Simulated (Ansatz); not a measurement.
The reference is BP in the zinc blende structure (space group F-43m, No. 216; a = 4.4905 Å).

Modification: every lattice vector is stretched by 2.00 %; the atoms relax in the strained cell.

Calculations: LDA (Ansatz, a quantum-chemistry and plane-wave program), no SOC.

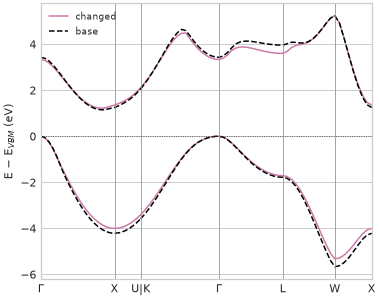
Figure: Highest valence and lowest conduction band along the path, each from its own valence-band maximum

Question: Read the changed gap and its character from the plot.

Answer: About 1.2 eV, indirect, Γ → Γ–X (83 % along).

No phonon test of stability was made.
